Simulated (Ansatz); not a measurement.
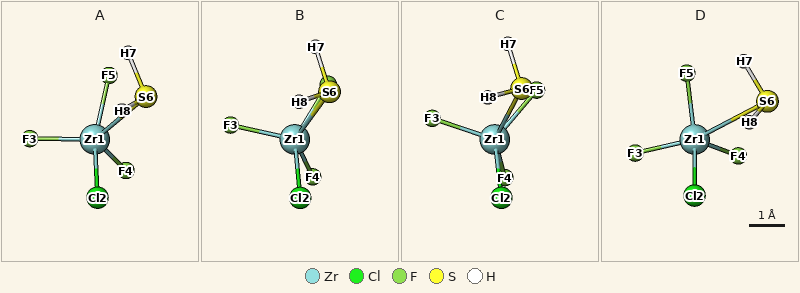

4 geometries from a converged minimum-energy path of ZrH2SClF3, shuffled. The picture is a ball-and-stick view, seen from a free direction.

Theory: RKS PBE/def2-SVP in Ansatz. Settings: 9 movable images; climbing image; force threshold 0.05 eV/Å; iteration limit 60; starting path through a guess of the saddle point.

> One of them is the converged climbing image. Which?

A. In order along the path, whose images run from 0 to 10: D (image 2, +0.088 eV), A (image 5, +0.235 eV), B (image 7, +0.156 eV), C (image 8, +0.078 eV). No bond forms or breaks between the ends. Among the angles between lasting bonds that change up to the highest image: F3–Zr1–S6 176.1° → 128.9°, F4–Zr1–S6 79.0° → 121.4°.

Cost: 4.4 min on 4 threads of Arm Neoverse V1, with other jobs on the host, peak memory 0.18 GiB.
